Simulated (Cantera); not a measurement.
Charge: 1 mol SiO2, 11 mol HCl, 1.5 mol O2, equilibrated at 1327 °C.

Equilibrium computed with Cantera from the NASA thermochemical tables; the gas is ideal and each condensed phase is pure. Candidate condensed phases: H2O, Si, SiO2; 30 gas species. The tables hold silica as quartz up to 1696 K and as liquid above; real silica turns to tridymite and cristobalite and melts near 1996 K. Gases not in the tables: Si(OH)4. Rates play no part.

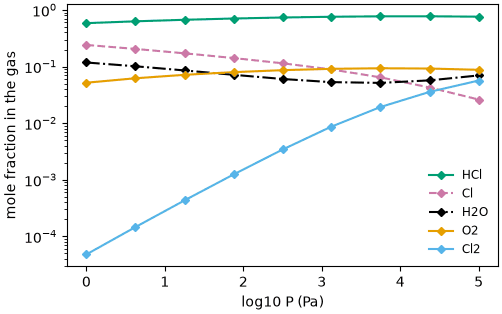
Equilibrium gas composition (values under 1e-9 drawn at 1e-9)

Task: Read off the mole fractions at 13.0 mbar.

Result: HCl about 0.76, O2 about 0.091, Cl about 0.089, H2O about 0.053, Cl2 about 0.0086.
